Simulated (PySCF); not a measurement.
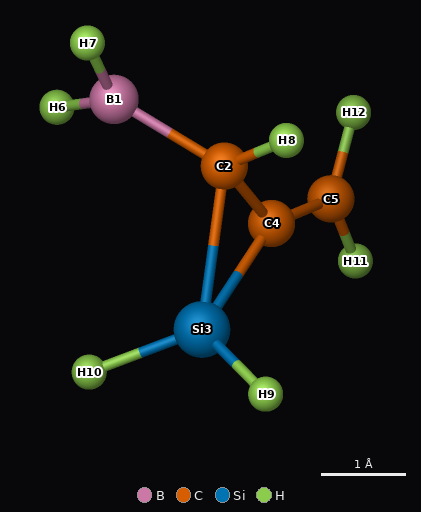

Starting structure of C3H7BSi. A ball-and-stick model, seen from a free direction.

The start comes from GFN2-xTB. Its atoms were then displaced at random by about 0.01 Å.

Method: PBE0-D3(BJ)/def2-SVP geometry optimisation, gas phase (PySCF).

```xyz
12

B     1.7732   -0.1079    0.6273
C     0.6299   -0.3572   -0.3678
Si   -0.9276   -1.2422    0.4453
C    -0.6299    0.4024   -0.3556
C    -1.0922    1.5669   -0.7759
H     1.5573    0.6042    1.5561
H     2.8112   -0.5892    0.4775
H     0.9048   -0.7593   -1.3436
H    -1.4760   -2.3262   -0.3043
H    -0.9670   -1.3863    1.9073
H    -2.1202    1.8906   -0.6254
H    -0.4237    2.2760   -1.2499
```

Predict the outcome.

The largest move after the best rigid fit is that of H7, 0.47 Å. Largest moves by element: H 0.47 Å, Si 0.30 Å, C 0.28 Å, B 0.24 Å. Some distances before and after: B1–Si3 2.935 → 2.470 Å, Si3–H9 1.427 → 1.483 Å, B1–H7 1.154 → 1.209 Å, B1–C2 1.536 → 1.509 Å. Bond angles that change, for instance: B1–C2–Si3 113.2° → 89.2°, C2–Si3–H10 118.5° → 123.2°, B1–C2–H8 116.9° → 119.4°. The energy falls by 6.10 kcal/mol in 10 geometry steps.

History of the run:

```csv
step,"E − E(0), kcal/mol"
0,0.00
1,-4.54
2,-4.97
3,-5.36
4,-5.72
5,-6.01
6,-6.07
7,-6.09
8,-6.10
9,-6.10
10,-6.10
```

Final geometry:

```xyz
12

B     1.6537   -0.3092    0.6857
C     0.7281   -0.1210   -0.4913
Si   -0.6867   -1.0776    0.5038
C    -0.6018    0.5200   -0.3870
C    -1.2059    1.6075   -0.8545
H     1.4097    0.2221    1.7476
H     2.6311   -1.0111    0.5682
H     0.9818   -0.5837   -1.4574
H    -1.2234   -2.2658   -0.2034
H    -0.7239   -1.1617    1.9810
H    -2.2588    1.8094   -0.6410
H    -0.6641    2.3427   -1.4606
```

After the run, drawn alike:

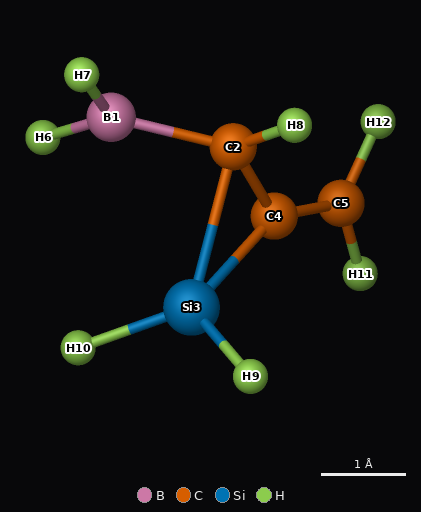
